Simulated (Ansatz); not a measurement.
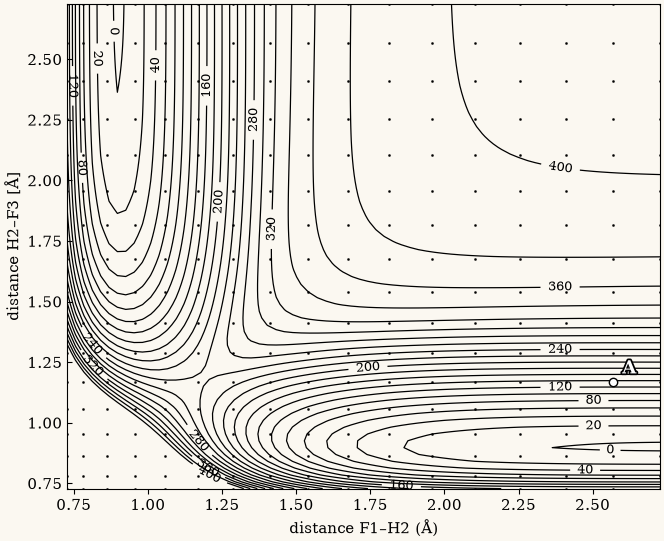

The system F + HF, spin multiplicity 2. Coordinates scanned: (1) distance F1–H2; (2) distance H2–F3. Nothing is relaxed (the angle F1–H2–F3 is fixed at 100 degrees). The grid has 17 × 17 points; 153 points were computed and 136 follow by symmetry. Points are written as (first, second). Energies: kJ/mol, counted from F far from the relaxed HF (each part in its own basis). In part of the range the unrestricted reference is strongly spin-contaminated. Method: Ansatz 0.2.0, UHF/aug-cc-pVTZ.

The picture shows contour lines labelled in kJ/mol (none above 400), dots at the grid points, the point A. Between grid points the surface is interpolated.

Which way does the force act at A, and how strong is it?

Answer. A, at (2.567 Å, 1.169 Å), is not a stationary point. The computed force is nearly zero along distance F1–H2 and 760 kJ/mol for each Å towards smaller values of distance H2–F3.
